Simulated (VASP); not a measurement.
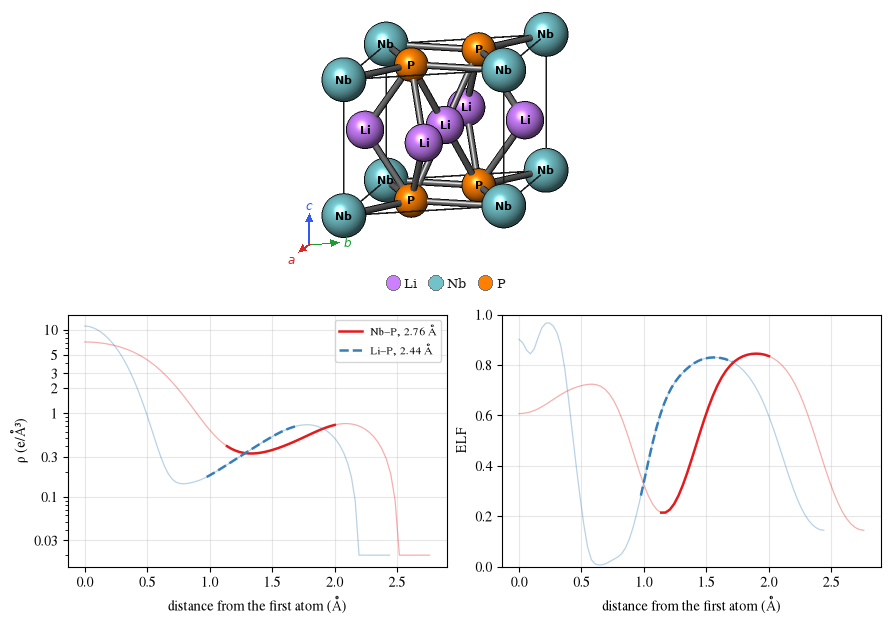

Figure. Li$_{3}$NbP$_{2}$. Valence charge density (pseudo) and ELF along straight lines between neighbouring atoms. Thin, pale parts lie inside the atomic spheres. The structure is drawn too.

Space group P6/mmm; a generated structure, not necessarily the stable one.

These are results of VASP, Kohn-Sham DFT of a periodic cell, PBE, VASP PAW PBE potentials, recommended, not measurements.

The density is the valence pseudo-density of a PAW calculation; it isn't the true density close to the nuclei.

**Compare the contacts.**

Nb–P (2.76 Å): the density is about 0.33 e/Å³ at the midpoint; the ELF peaks at about 0.85 in the valence shell of P, 0.9 Å from its nucleus, and is about 0.40 at the midpoint.
Li–P (2.44 Å): ρ is about 0.29 e/Å³ halfway; the ELF peaks at about 0.85 in the valence shell of P, 0.9 Å from its nucleus, and is about 0.70 at the midpoint.
